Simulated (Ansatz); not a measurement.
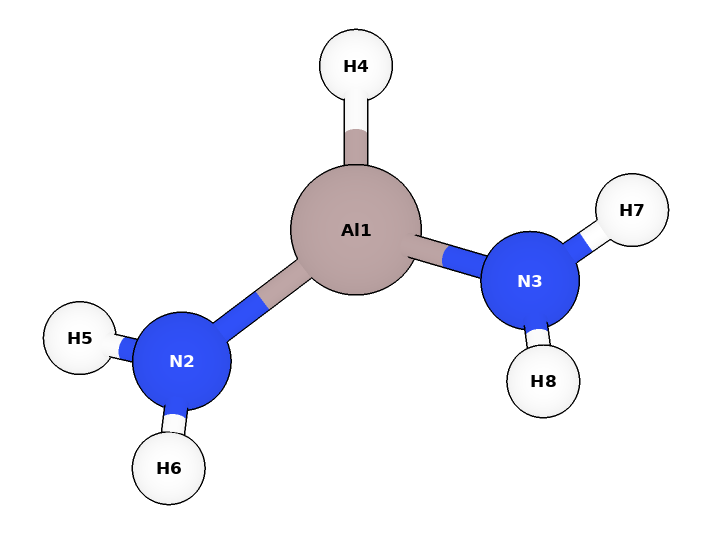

The atoms are numbered. The geometry was computed by an optimisation with PBE0-D4/def2-TZVP.

Which atoms are bonded, and how long are the bonds?

```json
{"bond": "Al1–N2", "length (Å)": "1.769"}
{"bond": "Al1–N3", "length (Å)": "1.769"}
{"bond": "Al1–H4", "length (Å)": "1.580"}
{"bond": "N2–H5", "length (Å)": "1.007"}
{"bond": "N2–H6", "length (Å)": "1.006"}
{"bond": "N3–H7", "length (Å)": "1.007"}
{"bond": "N3–H8", "length (Å)": "1.006"}
```
